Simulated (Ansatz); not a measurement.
```xyz
3

C     0.0000    0.0000   -0.0978
F     0.0000    0.0000   -1.4531
Si    0.0000    0.0000    1.5509
```

Geometry: B3LYP-D3(BJ)/def2-SVPD.

The calculation used isolated molecule in a Gaussian basis; Kohn-Sham density functional theory, functional PBE0 in Ansatz 0.2.0.

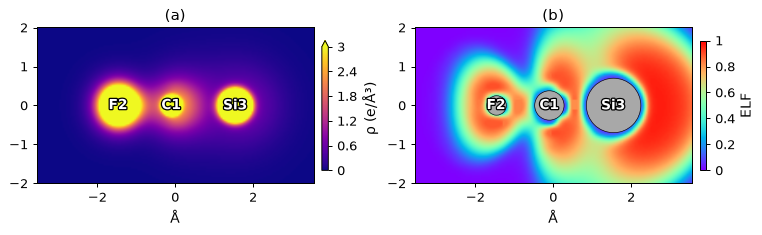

CFSi (SMILES FC#[Si-]) (charge −1). (a) electron density; (b) ELF on a plane that holds the molecular axis. Grey discs cover the atomic cores in the ELF map.

### What do the fields say about this system?

The plane passes through C, F and Si nuclei. C–F (1.36 Å): ρ is about 2.2 e/Å³ halfway, with its minimum of 1.7 e/Å³ about 0.5 Å from C; the ELF peaks at about 0.85 between the atoms, as expected for a polar covalent bond. C–Si (1.65 Å): ρ is about 1 e/Å³ halfway; the ELF peaks at about 0.80 between the atoms: localised, covalent bonding. The ELF also peaks beside F2 and Si3, away from the bonds: lone-pair regions.
